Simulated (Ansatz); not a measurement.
# BGeCl (singlet): the correlation ladder at a displaced geometry (v2), cc-pVDZ

How much of the correlation energy of BGeCl (singlet) does each wave-function method recover here?

Method: cc-pVDZ, core rule «outside noble gas», up to 20 orbitals frozen; program: Ansatz 0.2.0, Gaussian basis.

Plan: UHF; CCSD(T) on RHF; CCSD(T) on UHF; BCCD(T) on RHF; CISD; CCSDT(Q) on RHF; CCSDT(Q) on UHF.

20 further runs of the same task are left out: 9 that didn't finish, 11 set aside as unsound or not needed. Runs told in other sessions of the task aren't counted.

## 1. The geometry

The geometry is a PBE0/def2-TZVP stationary point (not a proven minimum) with its atoms shifted at random (size 0.100 Å). No spin-orbit coupling is included. The filled d shell of Ge may be among the frozen orbitals whatever the setting's name suggests.

3 atoms, charge 0, spin multiplicity 1.

Atoms are counted from 1 here; the program's logs count them from 0.

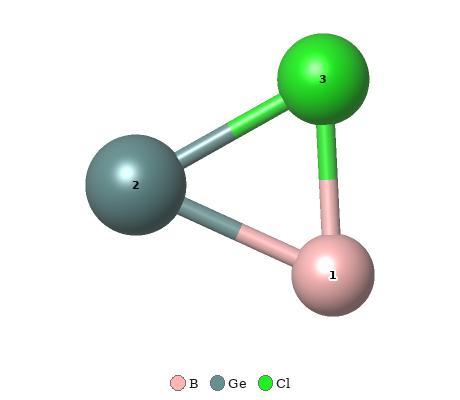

The structure; boron pink, germanium teal, chlorine green; atoms are numbered from 1 in the order of the file.

As a file:

```mol
BClGe
  3D, bonds by distance, orders not assigned

  3  3  0  0  0  0  0  0  0  0999 V2000
    0.1270   -1.6215   -0.6856 B   0  0
   -0.0378    0.0978    0.8083 Ge  0  0
    0.0388    0.2941   -1.4471 Cl  0  0
  1  2  8  0
  1  3  8  0
  2  3  8  0
M  END
```

In the tables R marks a restricted determinant and U an unrestricted one; energies count from the table's Hartree-Fock row.

## 2. UHF

File in.yaml:

```yaml
crystal:
  periodic: [false, false, false]
  atoms:
    - {symbol: B, position_ang: [0.127038, -1.621538, -0.685572]}
    - {symbol: Ge, position_ang: [-0.037836, 0.097785, 0.808332]}
    - {symbol: Cl, position_ang: [0.038784, 0.294117, -1.447143]}
basis:
  gaussian: {orbitals: cc-pVDZ}
magnetization: {spin_polarized: true, initial_magnetization: 0}
hamiltonian: {xc: hf}
output: {orbitals: {seedname: orbitals}}
```

The run is started by

```console
ansatz run in.yaml --threads 1 --pin off --events-out ev --progress --plain --max-ram 2393MiB
```

What it wrote:

```text
Functional definition: HF
  name "HF"
  cite "Fock, Z. Phys. 61, 126 (1930) doi:10.1007/BF01340294"
  parent pbe
  exchange = exact_x
  correlation = 0
656 factors; integrals over basis functions are off by at most 1.0e-3 eV
mean field evaluation 1: about -69644.0655 eV, gradient 6.7e0 eV
mean field evaluation 2: about -69644.0952 eV, gradient 6.8e0 eV
mean field evaluation 4: about -69644.5746 eV, gradient 1.0e0 eV
mean field evaluation 8: about -69644.5993 eV, gradient 1.2e-3 eV
mean field evaluation 16: about -69644.6443 eV, gradient 4.1e-1 eV
mean field evaluation 32: about -69644.8720 eV, gradient 3.9e0 eV
mean field evaluation 64: about -69644.2012 eV, gradient 5.2e0 eV
mean field evaluation 96: about -69644.7081 eV, gradient 6.5e-1 eV
mean field evaluation 128: about -69645.1125 eV, gradient 1.3e0 eV
mean field evaluation 160: about -69644.5993 eV, gradient 6.7e-6 eV
mean field -69645.23625495 eV, -2559.4152251329 hartree, gradient 2.5e-6 eV, S^2 1.067872; 5 other end points of the search recorded, 0 dependent functions left out
reference -69645.23625495 eV, -2559.4152251329 hartree; 27, 27 occupied and 32, 32 virtual orbitals, 656 factors
Total energy: -69645.23625495 eV, -2559.4152251329 hartree
```

It took 6 s on 1 thread of Arm Neoverse V1, shared host.

From the report: ⟨S²⟩ of the determinant 1.068 (pure singlet: 0.00). The determinant of HF (⟨S²⟩ 1.07) is far from a pure spin state, so its energy mixes those of several spin states; that is harmless only where they are near-degenerate.

The unrestricted solution breaks the spin symmetry, so the restricted determinant is unstable here.

## 3. CCSD(T) on RHF

in.yaml: that of step 2 with these lines changed.

```diff
@@ -8,4 +8,3 @@
   gaussian: {orbitals: cc-pVDZ}
-magnetization: {spin_polarized: true, initial_magnetization: 0}
-hamiltonian: {xc: hf}
-output: {orbitals: {seedname: orbitals}}
+magnetization: {spin_polarized: false}
+correlation: {method: ccsd_t, electrons: outside_noble_gas}
```

The command is unchanged.

What it wrote, shortened:

```text
Functional definition: HF
  name "HF"
  cite "Fock, Z. Phys. 61, 126 (1930) doi:10.1007/BF01340294"
  parent pbe
[...]
656 factors; integrals over basis functions are off by at most 1.0e-3 eV
[...]
mean field -69644.59933970 eV, -2559.3918189290 hartree, gradient 7.5e-6 eV, S^2 0.000000; 6 other end points of the search recorded, 0 dependent functions left out; unrestricted orbitals would lower it
determinant -69644.59933970 eV, -2559.3918189290 hartree, with singles and doubles -69653.12071029 eV, -2559.7049735223 hartree
determinant -69642.63629570 eV, -2559.3196783928 hartree, with singles and doubles -69651.78265937 eV, -2559.6558010579 hartree
20 core orbitals not correlated: weight in the atoms' cores, before any rotation towards them, 0.999 or more for the frozen orbitals, at most 0.001 for the correlated occupied ones
reference -69644.59933970 eV, -2559.3918189290 hartree; 7, 7 occupied and 32, 32 virtual orbitals, 656 factors
second order -7.41930986 eV of doubles, -0.00000000 eV of singles
cycle   1  -8.52167204 eV  change   -3.0e-4 eV  update   1.7e-3
[...]
cycle   9  -8.52193687 eV  change   -1.3e-6 eV  update   5.4e-6
perturbative correction -0.34301336 eV, -0.0126055083 hartree
Total energy: -69653.46428992 eV, -2559.7175998409 hartree
```

Wall time 4.1 s (1 thread of Arm Neoverse V1, shared host).

From the report: correlation -8.8650 eV; T1 0.021; largest double amplitude 0.07.

## 4. CCSD(T) on UHF

in.yaml: that of step 3 with these lines changed.

```diff
@@ -8,3 +8,3 @@
   gaussian: {orbitals: cc-pVDZ}
-magnetization: {spin_polarized: false}
+magnetization: {spin_polarized: true, initial_magnetization: 0}
 correlation: {method: ccsd_t, electrons: outside_noble_gas}
```

The command is unchanged.

What it wrote, shortened:

```text
Functional definition: HF
  name "HF"
  cite "Fock, Z. Phys. 61, 126 (1930) doi:10.1007/BF01340294"
  parent pbe
[...]
656 factors; integrals over basis functions are off by at most 1.0e-3 eV
[...]
mean field -69645.23625495 eV, -2559.4152251329 hartree, gradient 2.5e-6 eV, S^2 1.067872; 24 other end points of the search recorded, 0 dependent functions left out
determinant -69645.23625495 eV, -2559.4152251329 hartree, with singles and doubles -69653.14029668 eV, -2559.7056933089 hartree
determinant -69645.12808228 eV, -2559.4112498603 hartree, with singles and doubles -69653.13467309 eV, -2559.7054866458 hartree
determinant -69645.12744081 eV, -2559.4112262867 hartree, with singles and doubles -69653.13366478 eV, -2559.7054495910 hartree
determinant -69644.59933970 eV, -2559.3918189290 hartree, with singles and doubles -69653.12090088 eV, -2559.7049805261 hartree
[...]
determinant -69645.23625495 eV, -2559.4152251329 hartree, with singles and doubles -69653.14801916 eV, -2559.7059771047 hartree
determinant -69645.12808228 eV, -2559.4112498603 hartree, with singles and doubles -69653.17089256 eV, -2559.7068176867 hartree
determinant -69645.12744081 eV, -2559.4112262867 hartree, with singles and doubles -69653.16978209 eV, -2559.7067768777 hartree
determinant -69644.59933970 eV, -2559.3918189290 hartree, with singles and doubles -69653.12127576 eV, -2559.7049943029 hartree
20 core orbitals not correlated: weight in the atoms' cores, before any rotation towards them, 0.999 or more for the frozen orbitals, at most 0.001 for the correlated occupied ones
reference -69645.12808228 eV, -2559.4112498603 hartree; 7, 7 occupied and 32, 32 virtual orbitals, 656 factors
second order -6.85299335 eV of doubles, -0.00000000 eV of singles
cycle   1  -8.04280789 eV  change    2.4e-6 eV  update   5.0e-6
perturbative correction -0.33777870 eV, -0.0124131382 hartree
Total energy: -69653.50866887 eV, -2559.7192307371 hartree
```

It took 47 s on 1 thread of Arm Neoverse V1, shared host.

From the report: ⟨S²⟩ of the determinant 1.084 (pure singlet: 0.00); correlation -8.3806 eV; T1 0.068; largest double amplitude 0.05. The determinant of CCSD(T) (⟨S²⟩ 1.08) is far from a pure spin state, so its energy mixes those of several spin states; high orders of coupled cluster remove much of that, low ones don't.

## 5. BCCD(T) on RHF

in.yaml: that of step 4 with these lines changed.

```diff
@@ -8,3 +8,3 @@
   gaussian: {orbitals: cc-pVDZ}
-magnetization: {spin_polarized: true, initial_magnetization: 0}
-correlation: {method: ccsd_t, electrons: outside_noble_gas}
+magnetization: {spin_polarized: false}
+correlation: {method: bccd_t, electrons: outside_noble_gas}
```

The command is unchanged.

What it wrote, shortened:

```text
Functional definition: HF
  name "HF"
  cite "Fock, Z. Phys. 61, 126 (1930) doi:10.1007/BF01340294"
  parent pbe
[...]
656 factors; integrals over basis functions are off by at most 1.0e-3 eV
[...]
mean field -69644.59933970 eV, -2559.3918189290 hartree, gradient 7.5e-6 eV, S^2 0.000000; 6 other end points of the search recorded, 0 dependent functions left out; unrestricted orbitals would lower it
determinant -69644.59933970 eV, -2559.3918189290 hartree, with singles and doubles -69653.12071029 eV, -2559.7049735223 hartree
determinant -69642.63629570 eV, -2559.3196783928 hartree, with singles and doubles -69651.78265937 eV, -2559.6558010579 hartree
20 core orbitals not correlated: weight in the atoms' cores, before any rotation towards them, 0.999 or more for the frozen orbitals, at most 0.001 for the correlated occupied ones
reference -69644.59933970 eV, -2559.3918189290 hartree; 7, 7 occupied and 32, 32 virtual orbitals, 656 factors
second order -7.41930986 eV of doubles, -0.00000000 eV of singles
cycle   1  -8.50048266 eV  change    2.1e-2 eV  update   1.1e-2
[...]
cycle  10  -8.49910285 eV  change   -1.3e-6 eV  update   9.2e-6
perturbative correction -0.36995099 eV, -0.0135954480 hartree
Total energy: -69653.46839354 eV, -2559.7177506460 hartree
```

Wall time 4.3 s (1 thread of Arm Neoverse V1, shared host).

From the report: correlation -8.8691 eV; largest double amplitude 0.07.

## 6. CISD

in.yaml: that of step 5 with these lines changed.

```diff
@@ -8,3 +8,2 @@
   gaussian: {orbitals: cc-pVDZ}
-magnetization: {spin_polarized: false}
-correlation: {method: bccd_t, electrons: outside_noble_gas}
+correlation: {active_space: {ras: {orbitals: [7, 0, 32], electrons: 14, max_holes: 2, max_particles: 2}, fixed_orbitals: true}}
```

The command is unchanged.

What it wrote:

```text
Functional definition: HF
  name "HF"
  cite "Fock, Z. Phys. 61, 126 (1930) doi:10.1007/BF01340294"
  parent pbe
  exchange = exact_x
  correlation = 0
656 factors; integrals over basis functions are off by at most 1.0e-3 eV
mean field evaluation 1: about -69643.9662 eV, gradient 9.4e0 eV
mean field evaluation 2: about -69644.0841 eV, gradient 9.8e0 eV
mean field evaluation 4: about -69644.5724 eV, gradient 1.4e0 eV
mean field evaluation 8: about -69644.5992 eV, gradient 7.3e-2 eV
mean field evaluation 16: about -69639.8114 eV, gradient 2.1e1 eV
mean field evaluation 32: about -69642.6248 eV, gradient 1.0e0 eV
mean field evaluation 64: about -69642.6222 eV, gradient 1.0e0 eV
mean field -69644.59933970 eV, -2559.3918189290 hartree, gradient 7.5e-6 eV, S^2 0.000000; 6 other end points of the search recorded, 0 dependent functions left out
reference -69644.59933970 eV, -2559.3918189290 hartree; 27, 27 occupied and 32, 32 virtual orbitals, 656 factors
state -69652.08948382 eV, -2559.6670766486 hartree
Total energy: -69652.08948382 eV, -2559.6670766486 hartree
```

It took 3.5 s on 1 thread of Arm Neoverse V1, shared host.

From the report: 37,335 determinants.

## 7. CCSDT(Q) on RHF

in.yaml: that of step 6 with these lines changed.

```diff
@@ -8,2 +8,3 @@
   gaussian: {orbitals: cc-pVDZ}
-correlation: {active_space: {ras: {orbitals: [7, 0, 32], electrons: 14, max_holes: 2, max_particles: 2}, fixed_orbitals: true}}
+magnetization: {spin_polarized: false}
+correlation: {method: ccsdt_q, electrons: outside_noble_gas}
```

Same command.

What it wrote, shortened:

```text
Functional definition: HF
  name "HF"
  cite "Fock, Z. Phys. 61, 126 (1930) doi:10.1007/BF01340294"
  parent pbe
[...]
1177 factors; integrals over basis functions are off by at most 1.9e-7 eV
[...]
mean field -69644.59949459 eV, -2559.3918246210 hartree, gradient 2.6e-6 eV, S^2 0.000000; 6 other end points of the search recorded, 0 dependent functions left out; unrestricted orbitals would lower it
determinant -69644.59949459 eV, -2559.3918246210 hartree, with singles and doubles -69653.12088000 eV, -2559.7049797590 hartree
determinant -69642.63645047 eV, -2559.3196840803 hartree, with singles and doubles -69651.78283817 eV, -2559.6558076287 hartree
20 core orbitals not correlated: weight in the atoms' cores, before any rotation towards them, 0.999 or more for the frozen orbitals, at most 0.001 for the correlated occupied ones
reference -69644.59949459 eV, -2559.3918246210 hartree; 7, 7 occupied and 32, 32 virtual orbitals, 1177 factors
second order -7.41933815 eV of doubles, -0.00000000 eV of singles
cycle   1  -8.06699819 eV  change   -6.5e-1 eV  update   1.2e-1
[...]
cycle  24  -8.90416239 eV  change    8.9e-7 eV  update   1.4e-6
perturbative correction -0.03149591 eV, -0.0011574532 hartree
Total energy: -69653.53515288 eV, -2559.7202040065 hartree
```

It took 20 s on 1 thread of Arm Neoverse V1, shared host.

From the report: correlation -8.9357 eV; T1 0.023; largest double amplitude 0.08.

## 8. CCSDT(Q) on UHF

in.yaml: that of step 7 with these lines changed.

```diff
@@ -8,3 +8,3 @@
   gaussian: {orbitals: cc-pVDZ}
-magnetization: {spin_polarized: false}
+magnetization: {spin_polarized: true, initial_magnetization: 0}
 correlation: {method: ccsdt_q, electrons: outside_noble_gas}
```

Launched as before.

What it wrote, shortened:

```text
Functional definition: HF
  name "HF"
  cite "Fock, Z. Phys. 61, 126 (1930) doi:10.1007/BF01340294"
  parent pbe
[...]
1177 factors; integrals over basis functions are off by at most 1.9e-7 eV
[...]
mean field -69645.23642272 eV, -2559.4152312984 hartree, gradient 2.9e-6 eV, S^2 1.067873; 24 other end points of the search recorded, 0 dependent functions left out
determinant -69645.23642272 eV, -2559.4152312984 hartree, with singles and doubles -69653.14047227 eV, -2559.7056997617 hartree
determinant -69645.12824719 eV, -2559.4112559206 hartree, with singles and doubles -69653.13484601 eV, -2559.7054930005 hartree
determinant -69645.12760593 eV, -2559.4112323550 hartree, with singles and doubles -69653.13383792 eV, -2559.7054559538 hartree
determinant -69644.59949459 eV, -2559.3918246210 hartree, with singles and doubles -69653.12107089 eV, -2559.7049867740 hartree
[...]
determinant -69645.12760593 eV, -2559.4112323550 hartree, with singles and doubles -69653.16995421 eV, -2559.7067832029 hartree
determinant -69644.59949459 eV, -2559.3918246210 hartree, with singles and doubles -69653.12144547 eV, -2559.7050005396 hartree
20 core orbitals not correlated: weight in the atoms' cores, before any rotation towards them, 0.999 or more for the frozen orbitals, at most 0.001 for the correlated occupied ones
reference -69645.12824719 eV, -2559.4112559206 hartree; 7, 7 occupied and 32, 32 virtual orbitals, 1177 factors
second order -6.85300601 eV of doubles, -0.00000000 eV of singles
cycle   1  -7.46532832 eV  change   -6.1e-1 eV  update   1.1e-1
[...]
cycle  44  -8.47892836 eV  change    3.5e-7 eV  update   1.2e-6
perturbative correction -0.05699969 eV, -0.0020947000 hartree
WARN: the results are in doubt because among natural orbitals full CI differs from the method by +0.258 eV
Total energy: -69653.66417524 eV, -2559.7249454906 hartree
In doubt: among natural orbitals full CI differs from the method by +0.258 eV
```

Run time: 4 min. Hardware: 1 thread of Arm Neoverse V1, shared host; peak memory 0.59 GiB.

From the report: ⟨S²⟩ of the determinant 1.084 (pure singlet: 0.00); correlation -8.5359 eV; T1 0.054; largest double amplitude 0.27. The determinant of CCSDT(Q) (⟨S²⟩ 1.08) is far from a pure spin state, so its energy mixes those of several spin states; high orders of coupled cluster remove much of that, low ones don't. Mind the lines of doubt at the end of the log.

## 9. All levels against the top one

No level here is safe as a reference; RCCSDT(Q) serves as a yardstick only. Rows without a time are mean-field rows or come out of runs for another level: lower rungs of the coupled-cluster runs, or the Hartree-Fock search.

Differences are taken before rounding.

```tsv
method	energy from the lowest RHF (meV)	from RCCSDT(Q) (meV)	time
RHF	0.0	+8935.8	
RMP2	-7419.3	+1516.5	
UMP2	-7381.7	+1554.1	
CISD	-7490.1	+1445.7	3.5 s
RCCSD	-8521.9	+413.9	
UCCSD	-8571.6	+364.3	
RCCSD(T)	-8865.0	+70.9	4.1 s
UCCSD(T)	-8909.3	+26.5	47 s
BCCD(T)	-8869.1	+66.8	4.3 s
RCCSDT	-8904.3	+31.5	
UCCSDT	-9007.8	-72.0	
RCCSDT(Q)	-8935.8	0	20 s
UCCSDT(Q)	-9064.8	-129.0	4 min
```

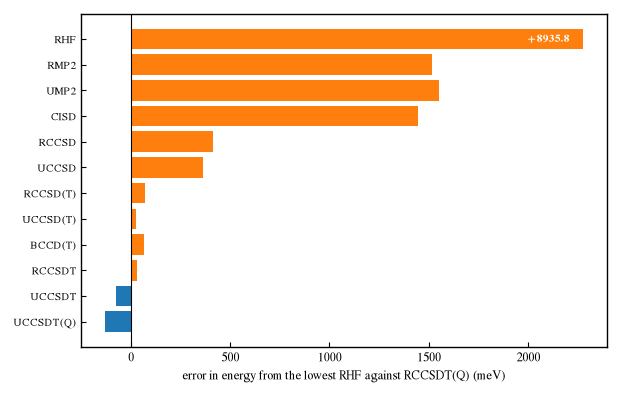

How far each level lands from RCCSDT(Q). Bars with a number in them are cut short.

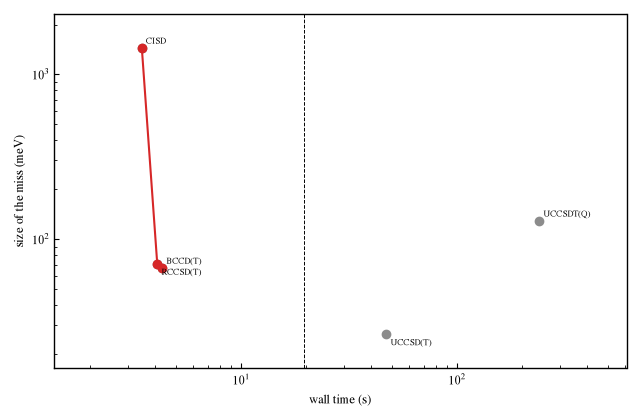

Miss against cost. Red marks the levels that no quicker level drawn beats (of those quicker than the yardstick), and the dashed line is the time of RCCSDT(Q). Times are from a shared host.

Left out of the table: UHF (another determinant or state than the rows shown).

The program flags UCCSDT(Q) as in doubt (see the logs), so read those rows with care; the flags are large difference.

## 10. Summary of results

```
                     quantity        value
RCCSDT(Q) from the RHF energy   -8.9358 eV
          RMP2 from RCCSDT(Q)  +1516.5 meV
          UMP2 from RCCSDT(Q)  +1554.1 meV
         RCCSD from RCCSDT(Q)   +413.9 meV
      RCCSD(T) from RCCSDT(Q)    +70.9 meV
      UCCSD(T) from RCCSDT(Q)    +26.5 meV
     UCCSDT(Q) from RCCSDT(Q)   -129.0 meV
                T1 diagnostic        0.021
```

**Reading.** RCCSD(T) misses by +70.9 meV, 0.8 % of the correlation energy. CCSD(T) misses by +70.9 meV on the restricted determinant and by +26.5 meV on the unrestricted one; the two need not hold the same state or core. Coupled cluster took another determinant than the lowest Hartree-Fock one. Warnings: restricted reference is unstable; spin contamination; coupled cluster took another determinant than the lowest; large T1 diagnostic.
